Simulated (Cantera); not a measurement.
A closed system holds: 1 mol SiF4, 4.7 mol N2, held at 1973.15 K.

Method: chemical equilibrium by Gibbs-energy minimisation in Cantera with the NASA 1993 tables (ideal gas, pure condensed phases). Candidate condensed phases: Si, Si3N4; 16 gas species. The tables' values for SiF3, SiF2 are old estimates; treat these amounts as uncertain. Kinetics and transport are ignored.

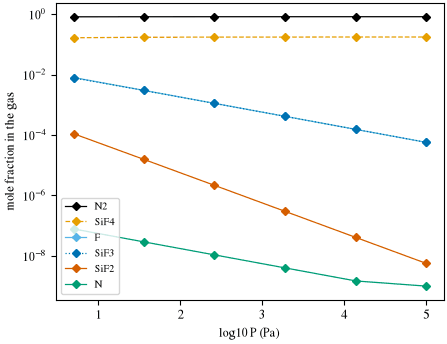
Figure: Equilibrium gas composition (values under 1e-9 drawn at 1e-9)

From 5.00 Pa to 1.00 bar nothing is condensed. The main Si-bearing gas is SiF4 throughout.
